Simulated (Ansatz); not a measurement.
# CH3BOS: geometry and vibrations

The task is to find a stationary geometry of CH3BOS, check the end point by its vibrations and derive ideal-gas thermochemistry, and look at its orbitals and charge.

Computed with Ansatz 0.2.0, Gaussian basis. Level: RKS PBE0-D4/def2-TZVP.

Levels to be run: relaxation at PBE-D4/def2-SVP; relaxation at PBE0-D4/def2-TZVP; harmonic vibrations at the same level; a single point in def2-TZVPP for the fields.

**1. Where the work starts**

SMILES `SB1CO1`, 7 atoms, charge 0, spin multiplicity 1.

Atoms are counted from 1 here; the program's logs count them from 0.

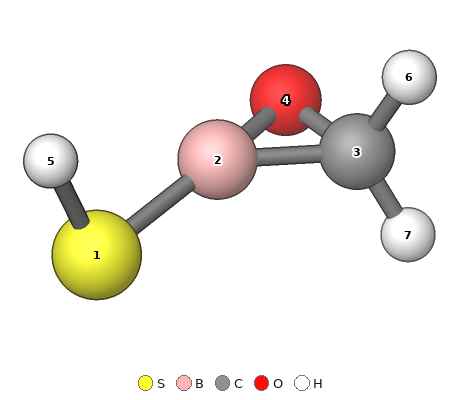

Start geometry, drawn with sulfur yellow, boron pink, carbon grey, oxygen red, hydrogen white; atoms are numbered from 1 in the order of the file.

The start is a force-field geometry with small random shifts, so a cheaper pass at PBE-D4/def2-SVP comes first.

**2. Optimising with PBE-D4/def2-SVP (cheap first pass)**

Input file in.yaml:

```yaml
crystal:
  periodic: [false, false, false]
  atoms:
    - {symbol: S, position_ang: [-1.809300, 0.905700, -0.653300]}
    - {symbol: B, position_ang: [-0.345300, -0.107600, -0.311200]}
    - {symbol: C, position_ang: [0.799200, -0.342700, 0.690200]}
    - {symbol: O, position_ang: [0.339100, -1.408500, 0.069500]}
    - {symbol: H, position_ang: [-1.367700, 1.306100, -1.951800]}
    - {symbol: H, position_ang: [1.853700, -0.116400, 0.326800]}
    - {symbol: H, position_ang: [0.591600, -0.304600, 1.784000]}
basis:
  gaussian: {orbitals: def2-SVP}
hamiltonian: {xc: pbe, dispersion: d4}
relax: {f_tol: 0.03, max_steps: 200}
```

The run is started by

```bash
$ ansatz run in.yaml --threads 2 --pin off --events-out ev --progress --plain --max-ram 4352MiB
```

Output, shortened:

```text
Functional definition: PBE
  name "PBE"
  cite "Perdew, Burke & Ernzerhof, Phys. Rev. Lett. 77, 3865 (1996) doi:10.1103/PhysRevLett.77.3865"
  parent pbe
[...]
834 factors; their error is unknown
[...]
mean field -14627.68552507 eV, -537.5575280449 hartree, gradient 1.5e-5 eV, S^2 0.000000; 0 other end points of the search recorded, 0 dependent functions left out
[...]
reference -14627.68555227 eV, -537.5575290446 hartree; 19, 19 occupied and 56, 56 virtual orbitals, 834 factors
relax step   1: F+E_penalty+E_count = -14627.80484587 eV  Δ(F+E_penalty+E_count) = +0.000e0 eV  max|allowed force component| = 4.901e0 eV/Å  Δτ_max = 0.0000 Å  (28 SCF iters, accepted)
[...]
relax step   3: F+E_penalty+E_count = -14629.08413545 eV  Δ(F+E_penalty+E_count) = -2.788e-1 eV  max|allowed force component| = 3.949e0 eV/Å  Δτ_max = 0.1940 Å  (35 SCF iters, accepted)
[...]
relax step   5: F+E_penalty+E_count = -14629.40674228 eV  Δ(F+E_penalty+E_count) = -1.123e-1 eV  max|allowed force component| = 1.078e0 eV/Å  Δτ_max = 0.1958 Å  (35 SCF iters, accepted)
[...]
relax step   7: F+E_penalty+E_count = -14629.64512735 eV  Δ(F+E_penalty+E_count) = -1.095e-1 eV  max|allowed force component| = 9.109e-1 eV/Å  Δτ_max = 0.2000 Å  (36 SCF iters, accepted)
[...]
relax step   9: F+E_penalty+E_count = -14629.69332893 eV  Δ(F+E_penalty+E_count) = -2.017e-3 eV  max|allowed force component| = 1.316e-1 eV/Å  Δτ_max = 0.0676 Å  (29 SCF iters, accepted)
[...]
relax step  10: F+E_penalty+E_count = -14629.69418985 eV  Δ(F+E_penalty+E_count) = -8.609e-4 eV  max|allowed force component| = 2.162e-1 eV/Å  Δτ_max = 0.0588 Å  (29 SCF iters, accepted)
[...]
relax step  11: F+E_penalty+E_count = -14629.69809272 eV  Δ(F+E_penalty+E_count) = -3.903e-3 eV  max|allowed force component| = 2.358e-2 eV/Å  Δτ_max = 0.0331 Å  (29 SCF iters, accepted)
834 factors; their error is unknown
[...]
mean field -14629.57698516 eV, -537.6270379213 hartree, gradient 9.7e-6 eV, S^2 0.000000; 1 other end points of the search recorded, 0 dependent functions left out
[...]
reference -14629.57701383 eV, -537.6270389749 hartree; 19, 19 occupied and 56, 56 virtual orbitals, 834 factors
Total energy: -14629.69812139 eV, -537.6314895955 hartree
Atom 0 at    -1.469191     1.317675    -0.816142 Å, force    -0.007617     0.020295     0.003580 eV/Å
Atom 1 at    -0.248189     0.196804    -0.164225 Å, force     0.005809     0.001169     0.008527 eV/Å
Atom 2 at     0.834243    -0.285846     0.791714 Å, force    -0.006241     0.010627     0.001503 eV/Å
Atom 3 at     0.283533    -1.016333    -0.417907 Å, force     0.015715    -0.023584    -0.000443 eV/Å
Atom 4 at    -1.831131     0.512550    -1.857678 Å, force    -0.001232    -0.005802    -0.003186 eV/Å
Atom 5 at     1.895249     0.000272     0.673946 Å, force    -0.007320    -0.004234    -0.000750 eV/Å
Atom 6 at     0.596787    -0.793121     1.744491 Å, force     0.000887     0.001528    -0.009231 eV/Å
Dipole moment:    -0.023734     0.060537     0.015226 e Å
```

Run time: 12 s. Hardware: 2 threads of Arm Neoverse V2, shared host.

Along the way:

```csv
step,energy from step 1 (eV),largest force component (eV/Å)
1,0.0000,4.9008
2,-1.0005,2.6339
3,-1.2793,3.9491
4,-1.4896,0.8772
5,-1.6019,1.0781
6,-1.7308,1.2022
7,-1.8403,0.9109
8,-1.8865,0.2331
9,-1.8885,0.1316
10,-1.8893,0.2162
11,-1.8932,0.0236
```

Close pairs (by a distance rule), those that changed most:

```csv
bond,before (Å),after (Å),change (Å)
C3–O4,1.316,1.517,+0.200
B2–O4,1.518,1.349,-0.170
S1–H5,1.429,1.365,-0.063
C3–H6,1.138,1.105,-0.033
S1–B2,1.813,1.781,-0.032
B2–C3,1.539,1.523,-0.016
C3–H7,1.114,1.105,-0.009
```

**3. Relaxation at PBE0-D4/def2-TZVP**

Input file in.yaml:

```yaml
crystal:
  periodic: [false, false, false]
  atoms:
    - {symbol: S, position_ang: [-1.469191, 1.317675, -0.816142]}
    - {symbol: B, position_ang: [-0.248189, 0.196804, -0.164225]}
    - {symbol: C, position_ang: [0.834243, -0.285846, 0.791714]}
    - {symbol: O, position_ang: [0.283533, -1.016333, -0.417907]}
    - {symbol: H, position_ang: [-1.831131, 0.512550, -1.857678]}
    - {symbol: H, position_ang: [1.895249, 0.000272, 0.673946]}
    - {symbol: H, position_ang: [0.596787, -0.793121, 1.744491]}
basis:
  gaussian: {orbitals: def2-TZVP}
hamiltonian: {xc: pbe0, dispersion: d4}
relax: {f_tol: 0.005, max_steps: 150}
```

Same command.

Output, shortened:

```text
Functional definition: PBE0
  name "PBE0"
  cite "Adamo & Barone, J. Chem. Phys. 110, 6158 (1999) doi:10.1063/1.478522"
  cite "Perdew, Burke & Ernzerhof, Phys. Rev. Lett. 77, 3865 (1996) doi:10.1103/PhysRevLett.77.3865"
  parent pbe
[...]
903 factors; their error is unknown
[...]
mean field -14638.69078541 eV, -537.9619639027 hartree, gradient 2.6e-5 eV, S^2 0.000000; 0 other end points of the search recorded, 0 dependent functions left out
[...]
reference -14638.69081112 eV, -537.9619648476 hartree; 19, 19 occupied and 129, 129 virtual orbitals, 903 factors
relax step   1: F+E_penalty+E_count = -14638.79221631 eV  Δ(F+E_penalty+E_count) = +0.000e0 eV  max|allowed force component| = 6.130e-1 eV/Å  Δτ_max = 0.0000 Å  (27 SCF iters, accepted)
[...]
reference -14638.72002483 eV, -537.9630384318 hartree; 19, 19 occupied and 129, 129 virtual orbitals, 903 factors
Total energy: -14638.82188065 eV, -537.9667815639 hartree
Atom 0 at    -1.454880     1.303999    -0.810467 Å, force     0.000250     0.000381     0.000619 eV/Å
Atom 1 at    -0.241998     0.188880    -0.163912 Å, force     0.000321    -0.002032    -0.001120 eV/Å
Atom 2 at     0.827737    -0.284229     0.784935 Å, force    -0.000987     0.001566    -0.000092 eV/Å
Atom 3 at     0.290602    -1.012575    -0.408000 Å, force    -0.000233    -0.000043    -0.000288 eV/Å
Atom 4 at    -1.820247     0.516200    -1.838750 Å, force    -0.000023     0.000243     0.000129 eV/Å
Atom 5 at     1.869477     0.000238     0.668938 Å, force     0.000090    -0.000215     0.000588 eV/Å
Atom 6 at     0.590610    -0.780513     1.721456 Å, force     0.000582     0.000100     0.000165 eV/Å
Dipole moment:    -0.026011     0.099359     0.042104 e Å
```

It took 15 s on 2 threads of Arm Neoverse V2, shared host; peak memory 0.27 GiB.

Step by step:

```csv
step,energy from step 1 (eV),largest force component (eV/Å)
1,0.0000,0.6130
2,-0.0255,0.2981
3,-0.0294,0.0614
4,-0.0296,0.0260
5,-0.0296,0.0091
6,-0.0296,0.0020
```

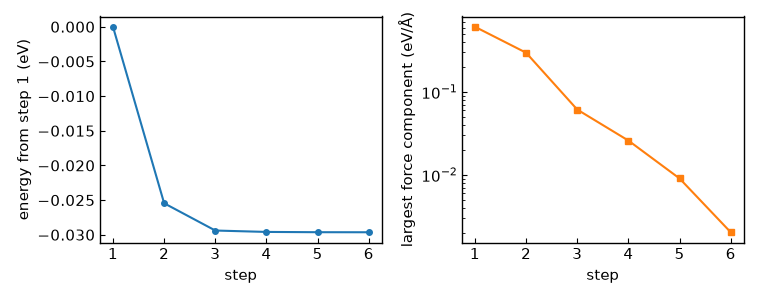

Energy and force, step by step.

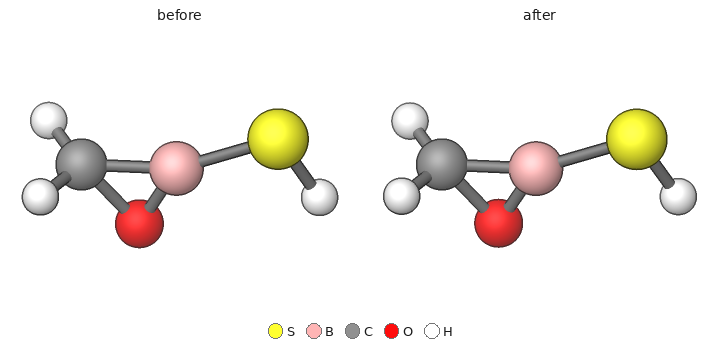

The geometry before (left) and after (right).

Distances of close pairs at the start and the end, largest changes first:

```csv
bond,before (Å),after (Å),change (Å)
S1–H5,1.365,1.346,-0.019
C3–O4,1.517,1.497,-0.019
C3–H7,1.105,1.086,-0.019
C3–H6,1.105,1.086,-0.019
B2–C3,1.523,1.506,-0.016
B2–O4,1.349,1.337,-0.012
S1–B2,1.781,1.770,-0.011
```

Mulliken charges of the relaxed molecule (report file):

```csv
atom,value (e)
S1,-0.17
B2,0.12
C3,-0.14
O4,-0.25
H5,0.17
H6,0.13
H7,0.13
```

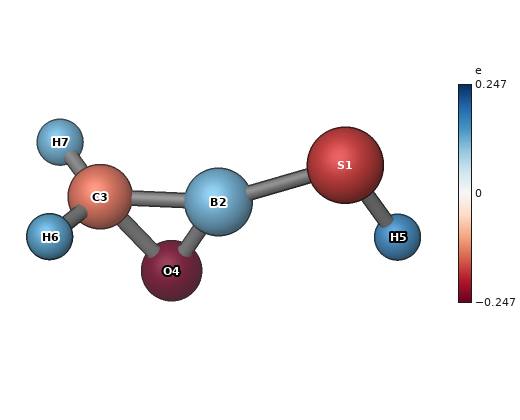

Mulliken charges of the relaxed molecule (report file), as colours on the atoms.

**4. Harmonic vibrations**

Input file in.yaml:

```yaml
crystal:
  periodic: [false, false, false]
  atoms:
    - {symbol: S, position_ang: [-1.454880, 1.303999, -0.810467]}
    - {symbol: B, position_ang: [-0.241998, 0.188880, -0.163912]}
    - {symbol: C, position_ang: [0.827737, -0.284229, 0.784935]}
    - {symbol: O, position_ang: [0.290602, -1.012575, -0.408000]}
    - {symbol: H, position_ang: [-1.820247, 0.516200, -1.838750]}
    - {symbol: H, position_ang: [1.869477, 0.000238, 0.668938]}
    - {symbol: H, position_ang: [0.590610, -0.780513, 1.721456]}
basis:
  gaussian: {orbitals: def2-TZVP}
hamiltonian: {xc: pbe0, dispersion: d4}
phonons: {temperatures: {t_min: 298.15, t_max: 900, t_step: 200}}
```

Same command.

Output, shortened:

```text
Functional definition: PBE0
  name "PBE0"
  cite "Adamo & Barone, J. Chem. Phys. 110, 6158 (1999) doi:10.1063/1.478522"
  cite "Perdew, Burke & Ernzerhof, Phys. Rev. Lett. 77, 3865 (1996) doi:10.1103/PhysRevLett.77.3865"
  parent pbe
[...]
903 factors; their error is unknown
[...]
mean field -14638.71999926 eV, -537.9630374921 hartree, gradient 2.6e-5 eV, S^2 0.000000; 0 other end points of the search recorded, 0 dependent functions left out
[...]
reference -14638.72002484 eV, -537.9630384320 hartree; 19, 19 occupied and 129, 129 virtual orbitals, 903 factors
[...]
903 factors; their error is unknown
mean field -14638.71993271 eV, -537.9630350464 hartree, gradient 1.3e-6 eV, S^2 0.000000; 0 other end points of the search recorded, 0 dependent functions left out
[...]
reference -14638.71995829 eV, -537.9630359863 hartree; 19, 19 occupied and 129, 129 virtual orbitals, 903 factors
[...]
Total energy: -14638.82188066 eV, -537.9667815644 hartree
Atom 0 at    -1.454880     1.303999    -0.810467 Å, force     0.000246     0.000378     0.000614 eV/Å
Atom 1 at    -0.241998     0.188880    -0.163912 Å, force     0.000326    -0.002027    -0.001116 eV/Å
Atom 2 at     0.827737    -0.284229     0.784935 Å, force    -0.000993     0.001570    -0.000094 eV/Å
Atom 3 at     0.290602    -1.012575    -0.408000 Å, force    -0.000233    -0.000052    -0.000294 eV/Å
Atom 4 at    -1.820247     0.516200    -1.838750 Å, force    -0.000025     0.000248     0.000131 eV/Å
Atom 5 at     1.869477     0.000238     0.668938 Å, force     0.000101    -0.000211     0.000586 eV/Å
Atom 6 at     0.590610    -0.780513     1.721456 Å, force     0.000579     0.000095     0.000174 eV/Å
Dipole moment:    -0.026011     0.099359     0.042104 e Å
Vibrations: 270.86 318.18 394.20 518.14 793.42 835.70 892.89 1032.28 1100.22 1214.59 1448.69 1558.04 2692.33 3120.07 3205.93 cm⁻¹, zero-point energy 1.202369 eV
```

Run time: 62 s. Hardware: 2 threads of Arm Neoverse V2, shared host; peak memory 0.34 GiB.

Motions are named by where the mode's potential energy lies. The modes, unscaled (a negative number is an imaginary wavenumber):

```csv
mode,cm⁻¹,motion
1,271,bend
2,318,torsion
3,394,torsion
4,518,B–S stretch with bend
5,793,bend with C–O stretch
6,836,bend with C–O stretch
7,893,bend
8,1032,bend
9,1100,bend
10,1215,bend
11,1449,bend
12,1558,bend with B–O stretch
13,2692,S–H stretch
14,3120,C–H stretch
15,3206,C–H stretch
```

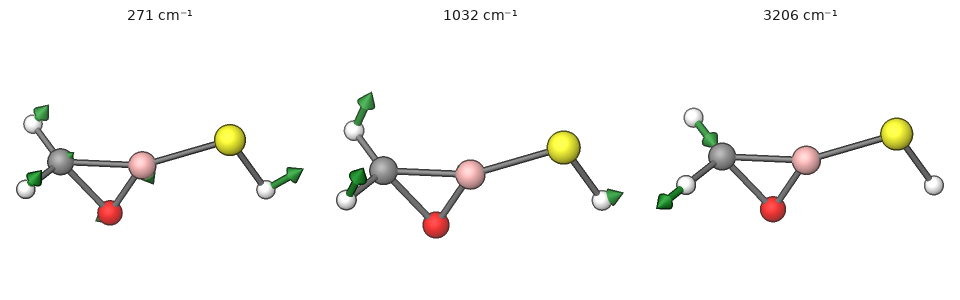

How the atoms move in 3 of the modes.

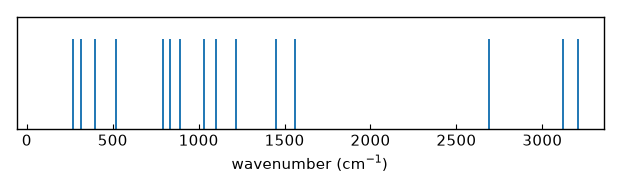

The harmonic wavenumbers as sticks (no intensities were computed).

Ideal gas, rigid rotor and harmonic oscillator at 298.15 K and 1 bar, with symmetry number 1:

```csv
term,value
zero-point energy,116.0 kJ/mol
H(298) − E,130.3 kJ/mol
"entropy, translation",162.5 J/(mol K)
"entropy, rotation",103.0 J/(mol K)
"entropy, vibration",22.0 J/(mol K)
"entropy, total",287.5 J/(mol K)
```

**5. Fields at the relaxed geometry**

Changes to in.yaml since step 4:

```diff
@@ -11,4 +11,4 @@
 basis:
-  gaussian: {orbitals: def2-TZVP}
+  gaussian: {orbitals: def2-TZVPP}
 hamiltonian: {xc: pbe0, dispersion: d4}
-phonons: {temperatures: {t_min: 298.15, t_max: 900, t_step: 200}}
+output: {orbitals: {seedname: orbitals}}
```

The command is unchanged.

Output:

```text
Functional definition: PBE0
  name "PBE0"
  cite "Adamo & Barone, J. Chem. Phys. 110, 6158 (1999) doi:10.1063/1.478522"
  cite "Perdew, Burke & Ernzerhof, Phys. Rev. Lett. 77, 3865 (1996) doi:10.1103/PhysRevLett.77.3865"
  parent pbe
  parameter a = 0.25
  parameter kappa = 0.804
  parameter beta = 0.06672455060314922
  exchange = (1 - a)*pbe_x(kappa = kappa, mu = beta*pi^2/3) + a*exact_x
  correlation = pbe_c(beta = beta)
992 factors; their error is unknown
mean field evaluation 1: about -14633.6668 eV, gradient 4.9e1 eV
mean field evaluation 2: about -14626.3488 eV, gradient 7.8e1 eV
mean field evaluation 4: about -14638.7080 eV, gradient 4.4e0 eV
mean field evaluation 8: about -14638.7437 eV, gradient 4.6e-2 eV
mean field evaluation 16: about -14638.7538 eV, gradient 3.9e-5 eV
mean field -14638.75382313 eV, -537.9642804962 hartree, gradient 3.9e-5 eV, S^2 0.000000; 0 other end points of the search recorded, 0 dependent functions left out
reference -14638.75384912 eV, -537.9642814515 hartree; 19, 19 occupied and 158, 158 virtual orbitals, 992 factors
Total energy: -14638.85570494 eV, -537.9680245839 hartree
```

It took 1.8 s on 2 threads of Arm Neoverse V2, shared host; peak memory 0.35 GiB.

The fields below are evaluated on a grid from the run's orbitals.

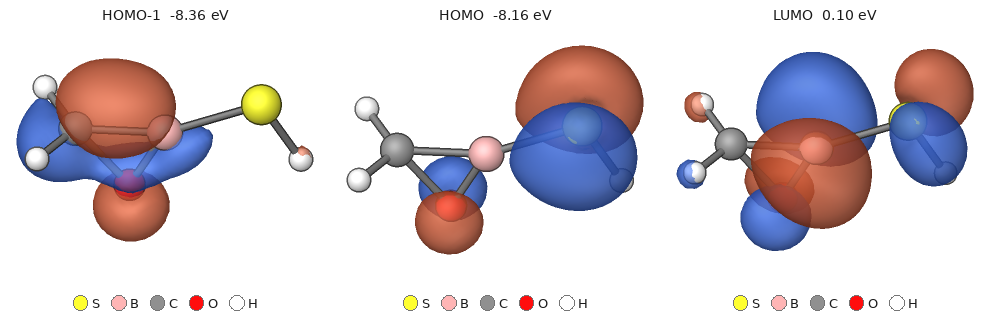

Frontier orbitals at PBE0-D4/def2-TZVPP; each surface holds 70 % of the orbital's density, blue and red mark the sign.

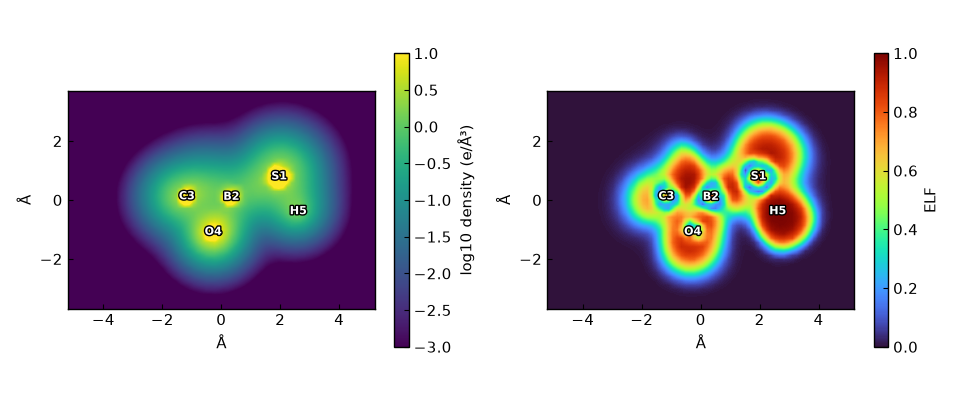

Density (left) and ELF (right) in a plane through or near 5 of the atoms.

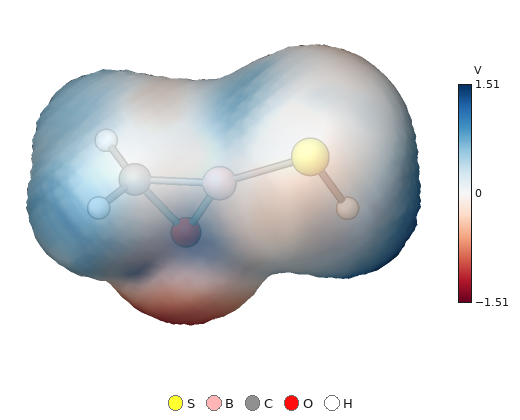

Electrostatic potential on the surface of density 0.002 e/bohr³; red is low, blue high. It runs from -1.21 V near O4 to 1.51 V near H5.

**6. Results**

| quantity | value |
| --- | --- |
| point group | Cs |
| steps | 11 + 6 |
| shift from the start (rms) | 0.529 Å |
| total energy | -14638.8219 eV |
| dispersion term | -102 meV |
| dipole moment | 0.53 D |
| lowest, highest wavenumber | 271, 3206 cm⁻¹ |
| zero-point energy | 116.0 kJ/mol |
| entropy at 298.15 K | 287.5 J/(mol K) |
| HOMO, LUMO | -8.16, 0.10 eV |

What this shows: The atoms moved 0.53 Å (rms) from the start; the bond that changed most is B2–O4, from 1.518 to 1.337 Å. All wavenumbers are real, so the end point is a minimum. The stiffest mode, 3206 cm⁻¹, is a C–H stretch. Harmonic hybrid wavenumbers usually lie a few per cent above measured fundamentals. The largest Mulliken charge, -0.25 e, sits on O4. The HOMO lies mostly on S1 65 %; O4 18 % and the LUMO on B2 55 %; S1 18 %.
